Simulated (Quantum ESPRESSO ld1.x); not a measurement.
Run report: Ar⁸⁺, atomic calculation

System: Ar⁸⁺ (Z = 18, 10 electrons) in the configuration [Ne].
Method: scalar-relativistic Kohn-Sham, PBE, spin-unpolarised, spherical densities, point nucleus (Quantum ESPRESSO ld1.x 7.5).

Results in brief:

- outcome: converged
- total energy: −507.994265 hartree
- kinetic energy: 510.942303 hartree
- electron–nucleus energy: −1144.8454 hartree
- Hartree energy: 152.420827 hartree
- exchange–correlation energy: −26.512010 hartree
- radius at density 0.001 e/bohr³: 1.32 bohr
- SCF iterations: 25
- hardware: 1 CPU thread, shared host
- wall time: 0.62 s

The input:
```
 &input
    zed=18.0,
    iswitch=1,
    rel=1,
    dft='PBE',
    config='[Ne]',
    prefix='ld1',
    max_out_wfc=37,
    file_charge='ld1.rho',
 /
```

Output:
```
     Program LD1 v.7.5 starts

     --------------------------- All-electron run ----------------------------

     scalar relativistic calculation

     atomic number is 18.00
     dft =PBE   lsd =0 sic =0 latt =0  beta=0.20 tr2=1.0E-14
     Exchange-correlation= PBE
                           (   1   4   3   4   0   0   0)
     mesh =1937 r(mesh) =  99.24864 a.u. xmin = -8.00 dx = 0.00800
     1 Ry =  13.60569312 eV, c = 137.03599908

     n l     nl                  e(Ry)          e(Ha)          e(eV)
     1 0     1S 1( 2.00)      -242.2297      -121.1148     -3295.7028
     2 0     2S 1( 2.00)       -33.9024       -16.9512      -461.2654
     2 1     2P 1( 6.00)       -29.0586       -14.5293      -395.3630

     final scf error:  1.6E-15 reached in  25 iterations

     Etot =   -1015.988531 Ry,    -507.994265 Ha,  -13823.228168 eV

     Ekin =    1021.884606 Ry,     510.942303 Ha,   13903.448363 eV
     Encl =   -2289.690771 Ry,   -1144.845386 Ha,  -31152.829983 eV
     Eh   =     304.841653 Ry,     152.420827 Ha,    4147.581984 eV
     Exc  =     -53.024019 Ry,     -26.512010 Ha,    -721.428533 eV

     normalization and overlap integrals

     s(1S/1S) =  1.000000  <r> =   0.0857  <r2> =    0.0099  r(max) =   0.0560
     s(1S/2S) = -0.001412
     s(2S/2S) =  1.000000  <r> =   0.4088  <r2> =    0.1977  r(max) =   0.3361
     s(2P/2P) =  1.000000  <r> =   0.3696  <r2> =    0.1688  r(max) =   0.2774

     ------------------------ End of All-electron run ------------------------
```

Orbitals:

| orbital | occupation | energy (eV) | ⟨r⟩ (bohr) | outer maximum (bohr) |
| --- | --- | --- | --- | --- |
| 1s | 2 | −3295.7 | 0.08568 | 0.0560 |
| 2s | 2 | −461.265 | 0.4088 | 0.336 |
| 2p | 6 | −395.363 | 0.3696 | 0.277 |

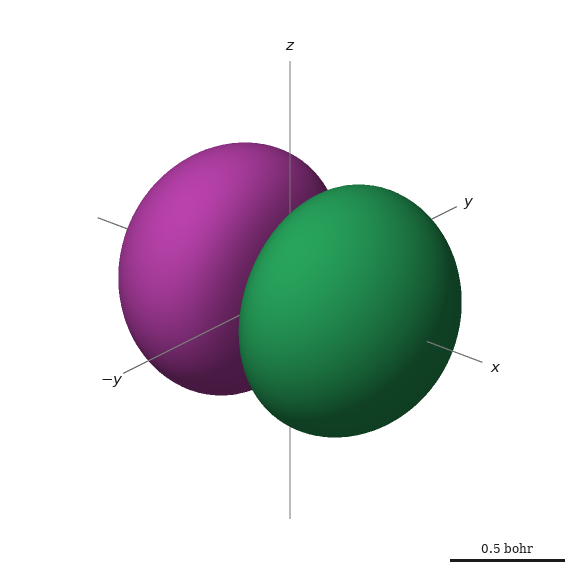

The 2p(x) orbital. The radial function comes from the spherical calculation and is multiplied by a real spherical harmonic; the overall sign is chosen so that the largest lobe of P(r) is positive; at the scalar-relativistic level it is the large component. The surface of constant |ψ| that holds about 95 % of the electron is drawn, green where ψ is positive and pink where it is negative. It has the nodal plane yz and no radial node. The maximum of P² lies at 0.277 bohr, ⟨r⟩ = 0.370 bohr, 90 % of the charge lies within 0.610 bohr, and the eigenvalue is −395.4 eV, with 6 electrons in the shell.

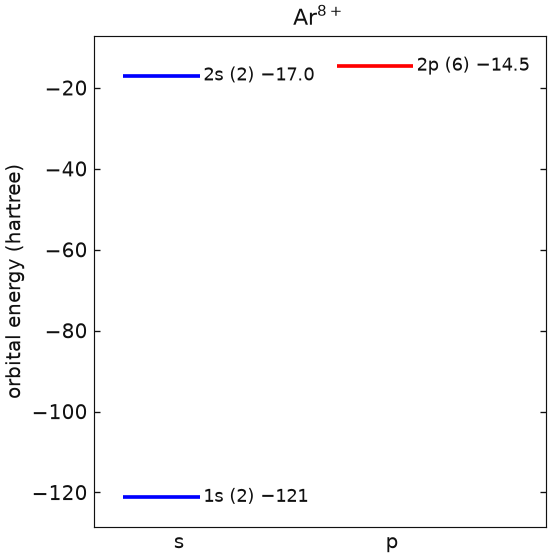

The outer levels are drawn (occupations in brackets). The highest occupied level is 2p at −14.53 hartree. From the top down the occupied levels run 2p (−14.53 hartree), 2s (−16.95 hartree), 1s (−121.1 hartree). The semi-empirical ionisation energy (NIST) is 422.6 eV; minus the highest level, 395.4 eV, lies 6.4 % below it.

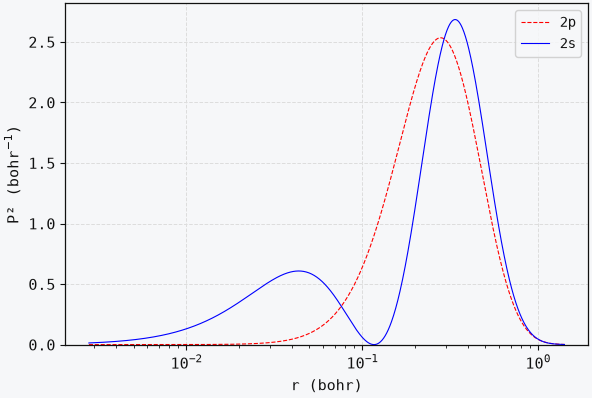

The radial probability densities P² of 2p and 2s. 2p: outer maximum at 0.277 bohr, ⟨r⟩ = 0.370 bohr, 0 nodes, eigenvalue −395.4 eV; 2s: outer maximum at 0.336 bohr, ⟨r⟩ = 0.409 bohr, 1 node, eigenvalue −461.3 eV.

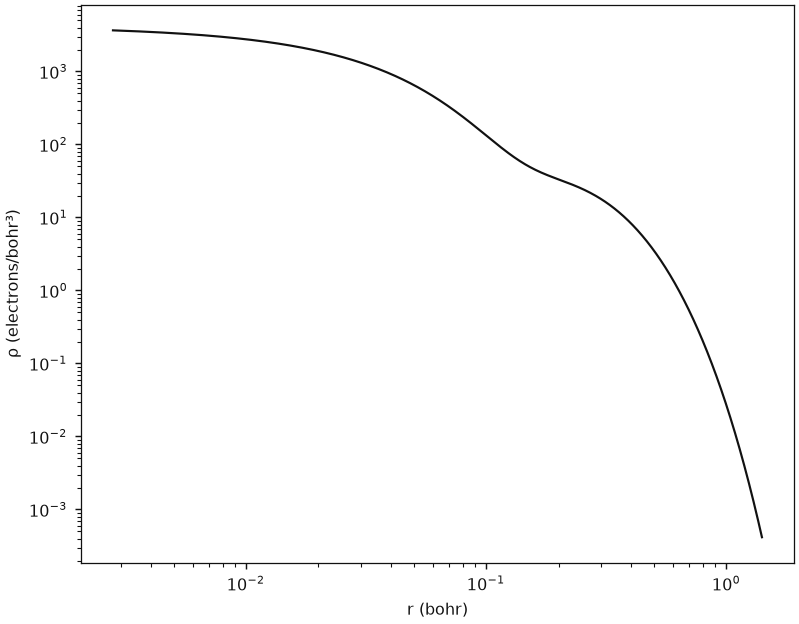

The electron density ρ(r) on a logarithmic scale. The density falls from 3700 electrons/bohr³ at the inner end (r = 0.0028 bohr) to 0.001 at r = 1.32 bohr, a common measure of the size of an atom or ion. The steps in the slope mark the shells; the radial density has its minima at 0.14 bohr.
